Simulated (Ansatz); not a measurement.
Consider H$_{2}$NPSi.

```xyz
5

N    -1.1028    0.1307   -0.3382
P    -0.1951    1.0719   -1.4203
Si   -2.0724   -0.7831    0.5061
H     1.1248    0.5936   -1.1152
H    -0.0150    2.2553   -0.6259
```

Geometry: B3LYP-D3(BJ)/def2-SVP.

These are results of isolated molecule in a Gaussian basis; Kohn-Sham density functional theory, functional PBE0 in Ansatz 0.2.0, not measurements.

Predict the electron density and electron localisation function between the atoms.

Answer. Si–N (1.58 Å): ρ is about 1.3 e/Å³ halfway; the ELF peaks at about 0.85 between the atoms: a short, strongly polar bond.
P–N (1.70 Å): ρ at the midpoint is about 1.3 e/Å³; the ELF peaks at about 0.90 between the atoms; a shared but strongly polarised pair.
P–H (1.44 Å): the density is about 1.1 e/Å³ at the midpoint; the ELF climbs to about 1 towards the hydrogen, as it does in any bond to H.

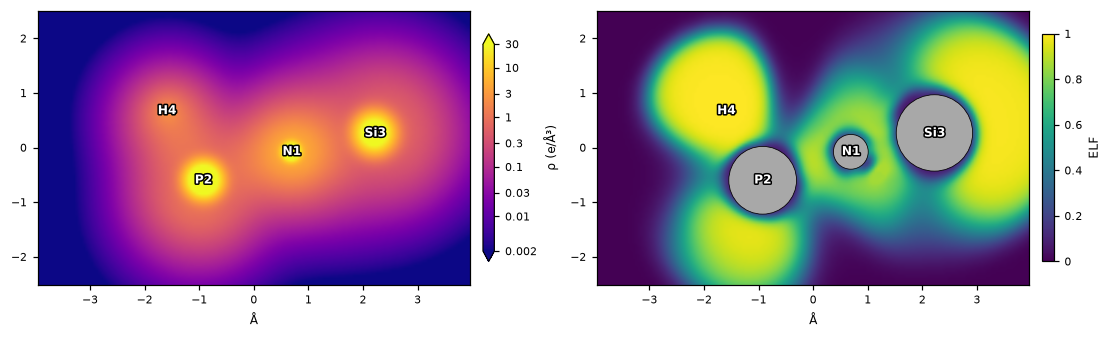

Computed electron density and electron localisation function on the plane of atoms N1, P2 and H4, in this order. Grey discs cover the atomic cores in the ELF map. 
